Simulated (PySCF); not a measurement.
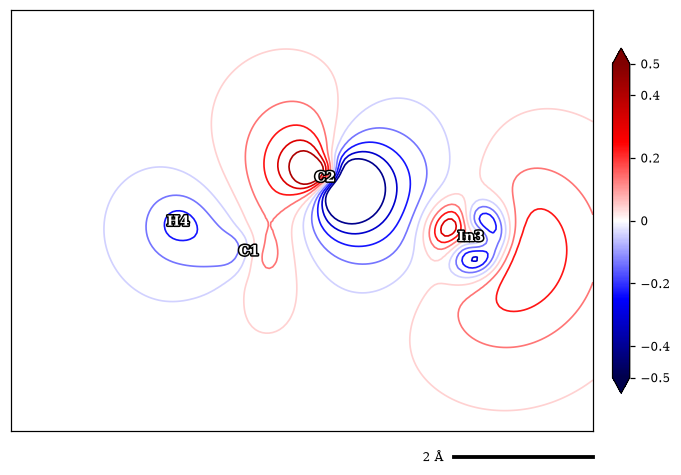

Figure 1: C2H5In (SMILES C[CH2][In]). One frontier orbital on the plane of atoms C2, C1 and H4 (values in Å⁻³ᐟ²; the overall sign is arbitrary).

Geometry: PBE0-D4/def2-SVP; core potentials replace the inner electrons of In.

Level of theory: PySCF, Gaussian-basis quantum chemistry of an isolated molecule with PySCF, energy and nuclear gradient, functional PBE0.

```xyz
8

C     0.6982    1.1580   -0.0062
C    -0.3126    0.1694   -0.5816
In   -0.8047   -1.5519    0.8154
H     0.9322    1.9914   -0.6937
H     1.6623    0.6759    0.2333
H     0.3407    1.6217    0.9299
H     0.0587   -0.2579   -1.5325
H    -1.2587    0.6840   -0.8365
```

### Which orbital is it: HOMO or LUMO?

The HOMO, at −5.18 eV. Its weight (Hirshfeld) is mainly on In3 (about 55 %) and C2 (about 30 %).
